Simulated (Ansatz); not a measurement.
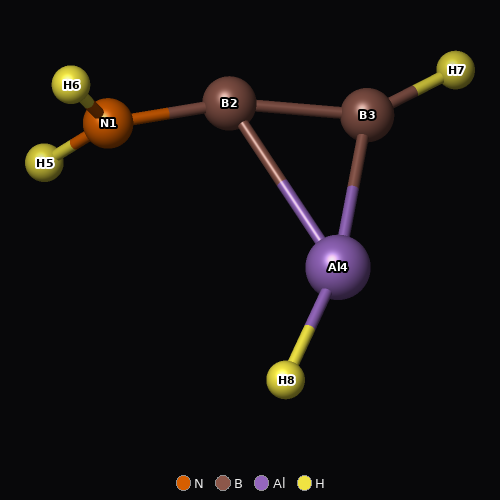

The system is AlB2H4N, SMILES N[B]1[BH][AlH]1; the picture shows the reference structure. The first coordinate is: umbrella angle at N1 (between each of its bonds and their common axis; 90 is planar); the second: change of the bonds N1–B2, N1–H5, N1–H6, all alike. Nothing is relaxed (all other coordinates rigid). The scan uses a 9 × 9 grid. Points are written as (first, second). Energies are in kJ/mol, from the relaxed molecule at the same level. Level of theory: Ansatz 0.2.0, RKS B3LYP-D4/def2-TZVP.

Its coordinates:

```csv
atom,x (Å),y (Å),z (Å)
N,-0.7931,1.1769,-0.3667
B,0.4441,0.5838,-0.1573
B,1.5548,-0.3960,0.1597
Al,-0.0104,-1.5643,0.4574
H,-1.2151,1.2587,-1.2795
H,-1.2621,1.7308,0.3342
H,2.7201,-0.5580,0.2404
H,-1.4384,-2.2318,0.6117
```

Range: umbrella angle at N1 (between each of its bonds and their common axis; 90 is planar) from 66 to 114°; change of the bonds N1–B2, N1–H5, N1–H6, all alike from −0.125 to 0.193 Å.

> What will the energy surface look like?

The lowest grid point is at (96°, −0.006 Å), 0.7 kJ/mol from the relaxed molecule at the same level. It is the only kind of minimum in the scanned range. The highest grid point, (66°, −0.125 Å), lies 237 kJ/mol above the lowest. Round the minimum the two coordinates are weakly coupled (coupling −0.06 in units of the two stiffnesses).

| second ↓, first → | 66 | 72 | 78 | 84 | 90 | 96 | 102 | 108 | 114 |
| --- | --- | --- | --- | --- | --- | --- | --- | --- | --- |
| 0.193 | 181 | 172 | 171 | 171 | 170 | 168 | 164 | 161 | 165 |
| 0.153 | 137 | 125 | 119 | 117 | 116 | 113 | 111 | 112 | 119 |
| 0.114 | 103 | 86 | 77 | 72 | 69 | 68 | 67 | 71 | 82 |
| 0.074 | 77 | 55 | 43 | 36 | 32 | 31 | 32 | 39 | 55 |
| 0.034 | 65 | 39 | 22 | 13 | 8 | 7 | 11 | 21 | 41 |
| −0.006 | 70 | 39 | 19 | 7 | 1 | 1 | 6 | 20 | 44 |
| −0.045 | 96 | 60 | 36 | 22 | 15 | 15 | 23 | 39 | 68 |
| −0.085 | 149 | 109 | 81 | 65 | 57 | 58 | 67 | 87 | 120 |
| −0.125 | 237 | 192 | 161 | 142 | 133 | 135 | 146 | 169 | 206 |

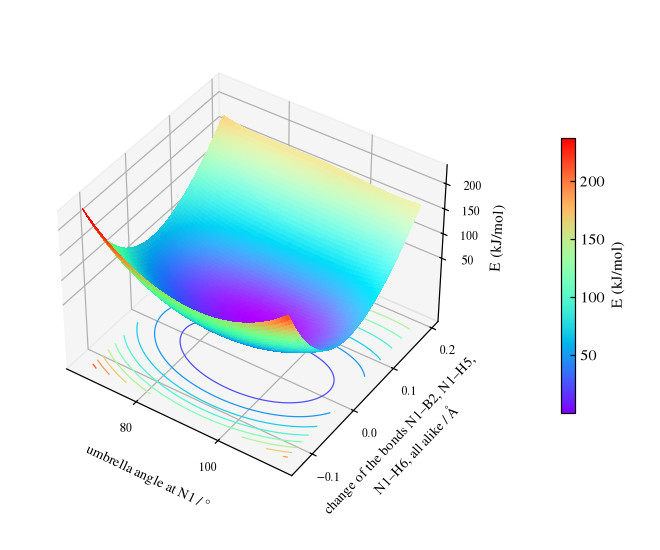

In the figure: a relief with its contours projected below. Between grid points the surface is interpolated.

Time for the 81 points that were run: 9.8 min on 1 thread of Arm Neoverse V1 (shared host).
